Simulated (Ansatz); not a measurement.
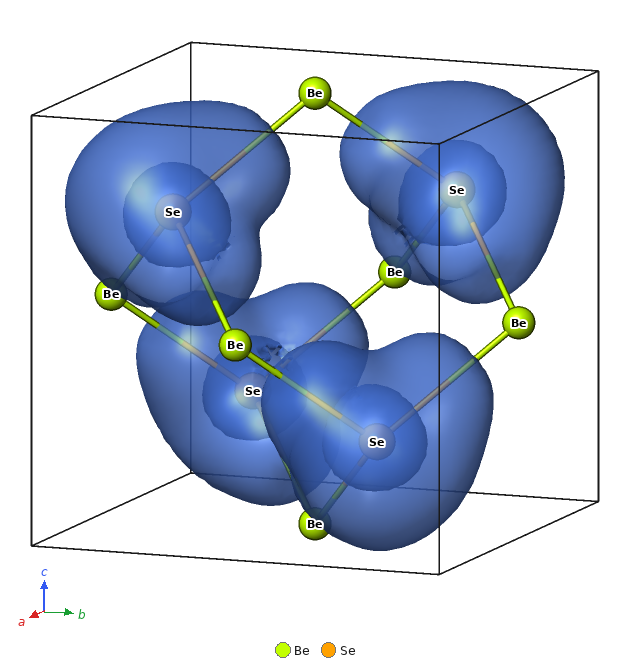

The picture shows: Be3Se4. Isosurface of the ELF at 0.7 (blue), seen slightly off an axis. Core shells and regions of very low density are left out. Sticks mark near contacts.

Space group P-43m; a generated structure, not necessarily the stable one.

The calculation used DFT PBE, scalar-relativistic, plane waves, PAW (Ansatz 0.2.0).

Core electrons are frozen (PAW), and the valence fields are smoothed inside the atomic spheres.

Describe the localisation domains.

Answer. The ELF exceeds this value in four regions wrapped around Se (the valence shell of each), counted in one cell of 7 atoms. Any copies at cell faces, edges or corners count once. Profiles from the grid: Be–Se (2.22 Å): the ELF peaks at about 0.90 between the atoms.
